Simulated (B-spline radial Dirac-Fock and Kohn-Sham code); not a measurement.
Tc⁴⁺ in the configuration [Kr] 4d3, inside a Watson sphere of charge −4 and radius 3 Å that stands in for a crystal. Computed with a B-spline radial code: Dirac–Fock ΔSCF energies in intermediate coupling of the two holes, Coulomb rates, valence shells as spectators.

A figure with this caption is to be made: «The Auger multiplet of an L3 hole with both final holes in M23, broadened by 0.30 eV full width and differentiated. Kinetic energies count from the vacuum level; very weak lines are left out. Lines are named by their largest jj component, which in light atoms can differ from the customary names.» What will it show?

The strongest line is L3-M3M3 J=2 at 1.7384 keV (43 % of the multiplet), followed by L3-M2M3 J=2 at 1.7145 keV (31 %), L3-M2M3 J=1 at 1.7199 keV (12 %), L3-M3M3 J=0 at 1.7303 keV (12 %). The lines shown span 1.691 keV to 1.738 keV.

The result:

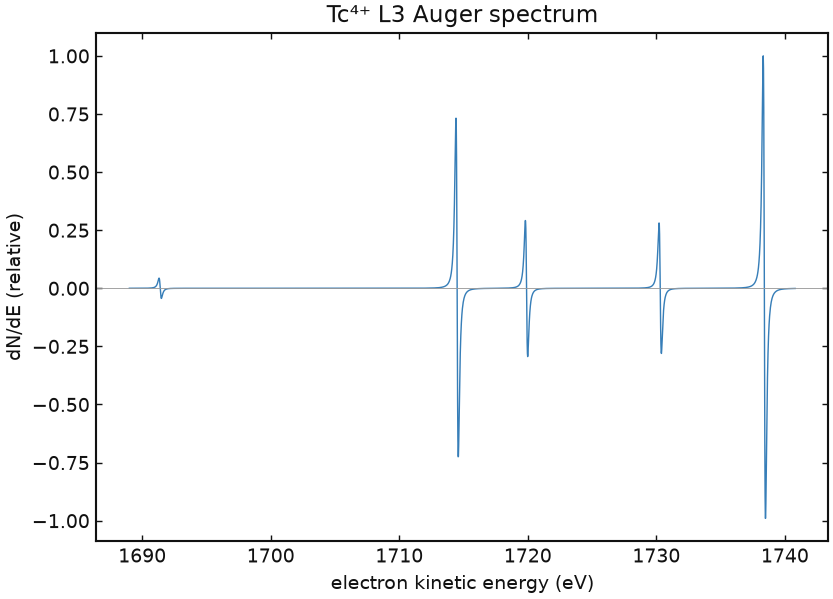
